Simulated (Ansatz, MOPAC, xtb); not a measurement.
**How methods differ on BPH6 (SMILES [BH3-][PH3+])**

BPH6, singlet, SMILES `[BH3-][PH3+]`. Each level relaxes the structure for itself.

Quantity: the zero-point energy at each level's own minimum, in kJ/mol. The values are calculated.

```tsv
level	kind	program	value (kJ/mol)
MNDO	semi-empirical	MOPAC	160.7
MNDOD	semi-empirical	MOPAC	172.6
PM6	semi-empirical	MOPAC	161.5
GFN2-xTB	semi-empirical	xtb	144.7
HF/STO-3G	Hartree–Fock	Ansatz	189.3
HF/3-21G	Hartree–Fock	Ansatz	153.3
HF/6-31G* (Cartesian functions)	Hartree–Fock	Ansatz	159.5
SVWN5/def2-TZVP	LDA	Ansatz	143.6
PBE/def2-SVP	GGA	Ansatz	143.7
r2SCAN/def2-TZVP	meta-GGA	Ansatz	148.2
```

Harmonic and unscaled. The values span 143.6 to 189.3 kJ/mol. Without the sets that lack polarisation functions the rows with a basis span only 143.6 to 159.5 kJ/mol.

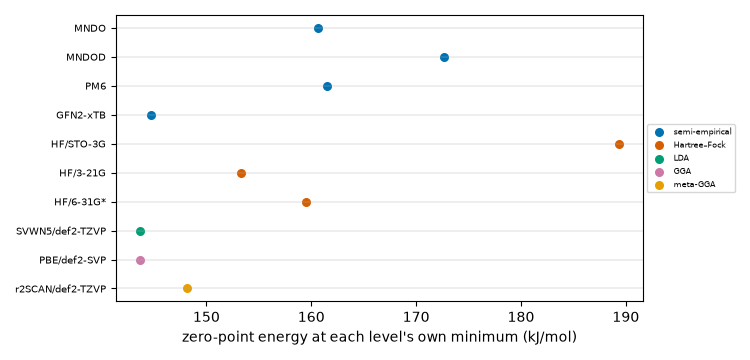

The values of the table, level by level.
